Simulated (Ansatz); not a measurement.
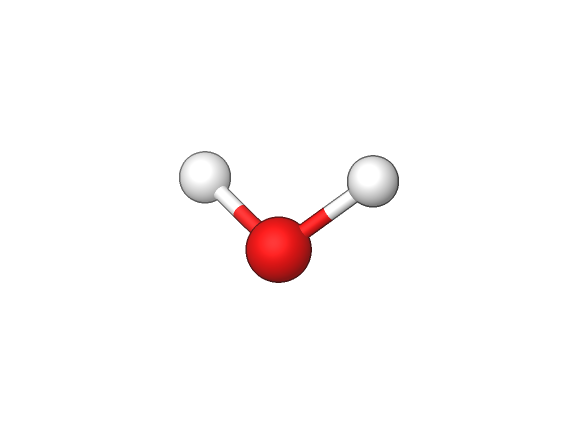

Colours: hydrogen white, oxygen red.

Computed geometry: PBE0-D4/def2-TZVP optimisation.

Identify the structure.

It has 3 atoms: 2 hydrogen and 1 oxygen (H₂O). This geometry has C2v symmetry. Coordination: 1 O bent.

More results for the same structure follow; atom numbers are the same in all pictures, views and colours differ.

## Dipole moment

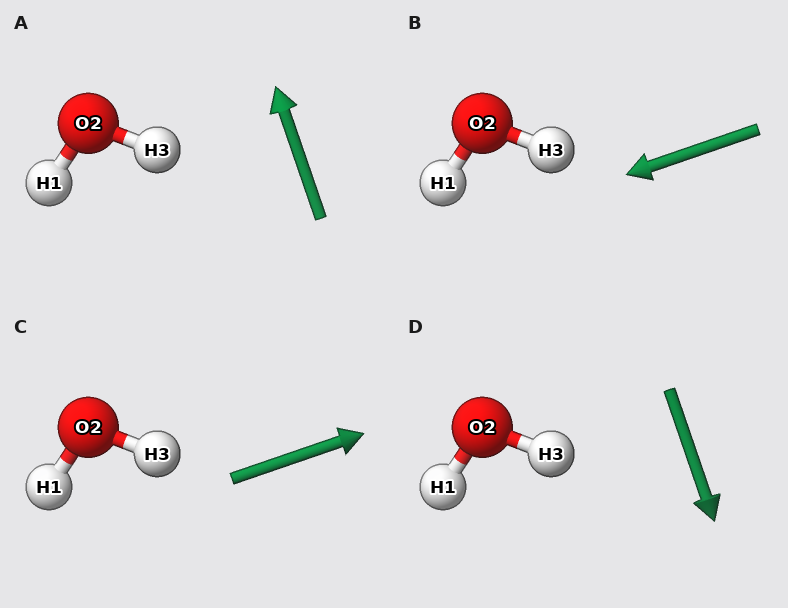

The same molecule four times, each with an arrow. Level of theory: RKS PBE0-D4/def2-TZVP (Ansatz 0.2.0).

**Which arrow points along the dipole moment, from the negative to the positive end?**

D. The dipole moment is 2.07 D; it points from the side of O2 to the side of H1, H3 (the outermost atoms at the two ends).

## Charges

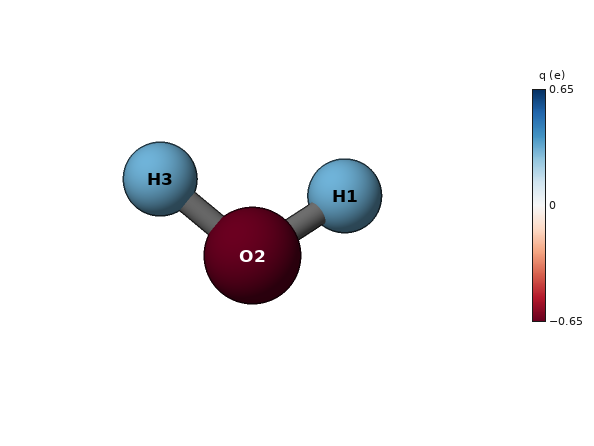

Atoms are coloured by their Mulliken charges. Properties computed with RKS PBE0-D4/def2-TZVP (Ansatz 0.2.0).

List the Mulliken charges.

```json
{"atom": "H1", "value (e)": "0.32"}
{"atom": "O2", "value (e)": "−0.65"}
{"atom": "H3", "value (e)": "0.32"}
```

## Vibrations

Harmonic vibrations computed with RKS PBE0-D4/def2-TZVP (Ansatz 0.2.0) at a stationary point of the same level.

**How many vibrational modes are there, and where do they lie?**

3 modes: 1622, 3852, 3960 cm⁻¹.

Mulliken values depend strongly on the basis set and can even reverse the polarity of a bond.
